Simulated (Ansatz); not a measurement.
# [CF3]+ (SMILES F[C+](F)F) at CCSDTQ/STO-3G

What is the energy change on altering one bond length of [CF3]+ at CCSDTQ/STO-3G? 

The calculation is run with Ansatz 0.2.0.

5 further runs of the same task are left out: 5 that didn't finish.

### 1 The system as given

[CF3]+: 4 atoms, total charge +1, spin state singlet. As SMILES, `F[C+](F)F`. The coordinates come from a PBE0-D4/def2-TZVP relaxation.

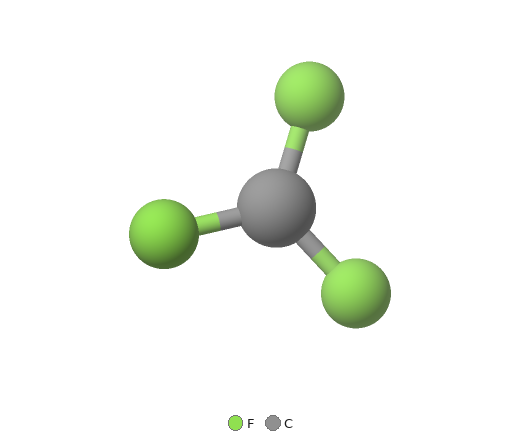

Viewed from a chosen angle; fluorine green, carbon grey.

### 2 A single-point energy at CCSDTQ/STO-3G

Contents of input.yaml:

```yaml
crystal:
  periodic: [false, false, false]
  atoms:
    - symbol: F
      position_ang: [0.698600, -0.114600, 1.005400]
    - symbol: C
      position_ang: [0.000000, 0.000000, -0.000000]
    - symbol: F
      position_ang: [-0.609500, -0.973400, -0.439400]
    - symbol: F
      position_ang: [-0.089000, 1.088000, -0.566000]
basis:
  gaussian:
    orbitals: STO-3G
total_charge: 1
correlation:
  method: ccsdtq
  frozen_orbitals: {C: 1, F: 1}
accuracy: high
scf:
  omitted_lower_state_checks: [cluster_reference, increment]
```

Command:

```sh
$ ansatz run input.yaml --threads 1 --pin off --max-ram 2610MiB --events-out events.jsonl --progress --plain --runs-dir runs
```

The log of the run (excerpt; [...] marks lines left out):

```text
Warning: RAYON_NUM_THREADS=1 ignored (pool sized by the plan → 1); use --threads N
Functional definition: HF
  name "HF"
[...]
369 factors; integrals over basis functions are off by at most 3.3e-8 eV
[...]
mean field -9012.70965429 eV, -331.2109707610 hartree, gradient 1.1e-8 eV, S^2 0.000000; 0 other end points of the search recorded, 0 dependent functions left out
4 core orbitals not correlated: weight in the atoms' cores, before any rotation towards them, 1.000 or more for the frozen orbitals, at most 0.000 for the correlated occupied ones
reference -9012.70965429 eV, -331.2109707610 hartree; 12, 12 occupied and 4, 4 virtual orbitals, 369 factors
second order -3.79215931 eV of doubles, -0.00000000 eV of singles
cycle   1  -3.87002326 eV  change   -7.8e-2 eV  update   1.1e-1
[...]
cycle  22  -4.56105290 eV  change   2.0e-10 eV  update   1.1e-9
Total energy: -9017.27070719 eV, -331.3785863637 hartree
Checks for a lower state left out: cluster_reference, increment
```

Wall time 16 s (1 thread of Arm Neoverse V2, shared host); peak memory 0.27 GiB.

### 3 The distorted shape, same level

Contents of input.yaml:

```yaml
crystal:
  periodic: [false, false, false]
  atoms:
    - symbol: F
      position_ang: [0.850986, 0.128767, 1.115258]
    - symbol: C
      position_ang: [0.152386, 0.243367, 0.109858]
    - symbol: F
      position_ang: [-0.609500, -0.973400, -0.439400]
    - symbol: F
      position_ang: [0.063386, 1.331367, -0.456142]
basis:
  gaussian:
    orbitals: STO-3G
total_charge: 1
correlation:
  method: ccsdtq
  frozen_orbitals: {C: 1, F: 1}
accuracy: high
scf:
  omitted_lower_state_checks: [cluster_reference, increment]
```

Command:

```sh
$ ansatz run input.yaml --threads 1 --pin off --max-ram 2610MiB --events-out events.jsonl --progress --plain --runs-dir runs
```

The log of the run (excerpt; [...] marks lines left out):

```text
Warning: RAYON_NUM_THREADS=1 ignored (pool sized by the plan → 1); use --threads N
Functional definition: HF
  name "HF"
[...]
368 factors; integrals over basis functions are off by at most 3.3e-8 eV
[...]
mean field -9011.80780735 eV, -331.1778284974 hartree, gradient 1.8e-8 eV, S^2 0.000000; 0 other end points of the search recorded, 0 dependent functions left out
4 core orbitals not correlated: weight in the atoms' cores, before any rotation towards them, 1.000 or more for the frozen orbitals, at most 0.000 for the correlated occupied ones
reference -9011.80780735 eV, -331.1778284974 hartree; 12, 12 occupied and 4, 4 virtual orbitals, 368 factors
second order -4.07356557 eV of doubles, -0.00000000 eV of singles
cycle   1  -4.30247183 eV  change   -2.3e-1 eV  update   1.3e-1
[...]
cycle  31  -5.21623278 eV  change  -5.3e-11 eV  update  6.9e-10
Total energy: -9017.02404013 eV, -331.3695215165 hartree
Checks for a lower state left out: cluster_reference, increment
```

It took 19 s on 1 thread of Arm Neoverse V2, shared host; peak memory 0.27 GiB.

### 4 Outcome

Level: CCSDTQ/STO-3G, 4 core orbitals frozen.

| quantity | value |
| --- | --- |
| first shape: total energy | -331.37859 Eh |
| first shape: correlation energy (4 core orbitals frozen) | -167.6 mEh |
| first shape: T1 diagnostic | 0.016 |
| distorted shape: total energy | -331.36952 Eh |
| distorted shape: correlation energy (4 core orbitals frozen) | -191.7 mEh |
| distorted shape: T1 diagnostic | 0.023 |
| energy change with the C2–F3 bond stretched from 1.230 to 1.537 Å | 0.247 eV |

What this shows: With the C2–F3 bond stretched from 1.230 to 1.537 Å the energy rises by 0.25 eV (5.7 kcal/mol). The first shape isn't relaxed at this level, so the change isn't measured from a minimum. The minimal basis adds a large error of its own.
